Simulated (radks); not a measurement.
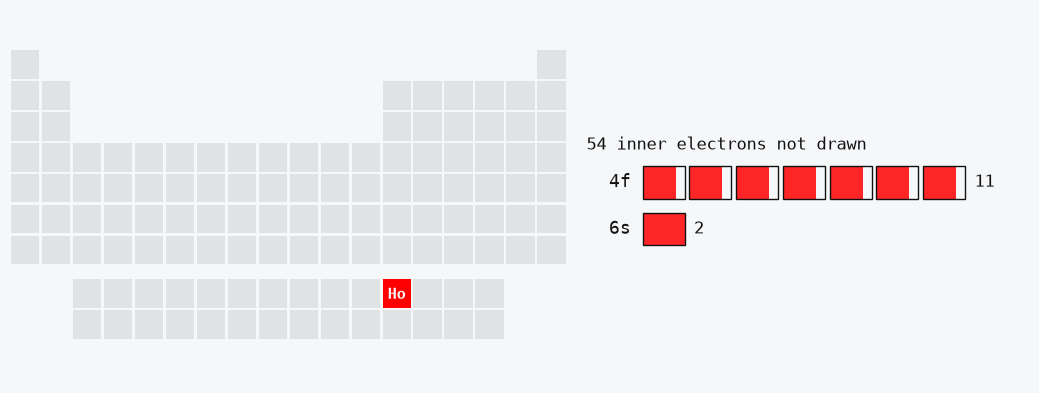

Fig. 1: Left, the place of holmium in the periodic table; right, the outer shells as the input fills them: a box for each of the 2l + 1 orbitals, shaded by the share of the shell that is filled, with the electron count at the right.

## Atomic calculation, with input and output: Ho

System: a free Ho atom in the configuration [Xe] 4f11 6s2 (high spin).
Method: scalar-relativistic Kohn-Sham, PBE, spin-polarised, spherical densities, finite nucleus (the in-house radial solver radks).

**The input**
```
Z 67
configuration [Xe] 4f11 6s2
relativity scalar-relativistic
functional pbe,pbe
spin polarised
nucleus finite rms 5.2022 fm
c 137.035999084
mesh_step 0.005
max_iterations 74
```

Energies in input and log are in hartree, lengths in bohr (the nuclear radius in fm).

Launched within a batch (the task file carries these settings):
```bash
python <driver script> task.json out
```

**Output**
```
1s      1   1.0000       -2039.12580639
2s      1   1.0000        -341.08571766
2p      1   3.0000        -302.20449006
3s      1   1.0000         -76.19751738
3p      1   3.0000         -64.31225403
3d      1   5.0000         -49.21927197
4s      1   1.0000         -15.08966421
4p      1   3.0000         -11.17759063
4d      1   5.0000          -5.89116474
4f      1   7.0000          -0.15279859
5s      1   1.0000          -1.87295358
5p      1   3.0000          -0.96660775
6s      1   1.0000          -0.14073904
1s      2   1.0000       -2039.12578123
2s      2   1.0000        -341.08468726
2p      2   3.0000        -302.20374397
3s      2   1.0000         -76.15253076
3p      2   3.0000         -64.26737524
3d      2   5.0000         -49.18504467
4s      2   1.0000         -14.99232347
4p      2   3.0000         -11.08153418
4d      2   5.0000          -5.79652873
4f      2   4.0000          -0.07093946
5s      2   1.0000          -1.82582527
5p      2   3.0000          -0.93316857
6s      2   1.0000          -0.13785015
Etot -12615.222798363155
Ekin 13640.566191691803
Encl -30913.761403018252
Eh 4928.2740211287055
Exc -270.30160816541184
err 9.556337388431922e-09
it 17
```

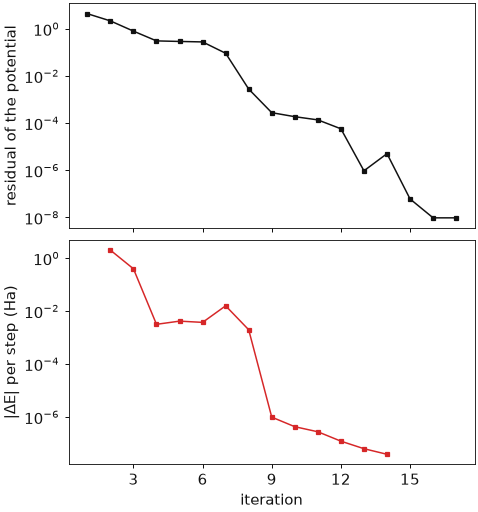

Fig. 2: Convergence: residual of the potential and change of the energy from step to step (the smallest changes aren't drawn) against the iteration. The residual comes down, with one marked jump up, by a factor of about 5, at step 14. It goes from 4.3 to 9.6×10⁻⁹ in 17 steps.

**What the run reported**

- outcome: converged
- total energy: −12615.2228 hartree
- kinetic energy: 13640.5662 hartree
- electron–nucleus energy: −30913.7614 hartree
- Hartree energy: 4928.2740 hartree
- exchange–correlation energy: −270.301608 hartree
- radius at density 0.001 e/bohr³: 5.13 bohr
- SCF iterations: 17
- hardware: 1 thread of Arm Neoverse V1, 23 GiB of memory available, shared host

**What is odd here**

A numerical setting was moved from its usual value: mesh step h = 0.005. The program ran to the end, and its total energy equals that of the same run with the usual input (−12615.22280 hartree) within 10⁻⁵ hartree, so the oddity leaves no trace in it.
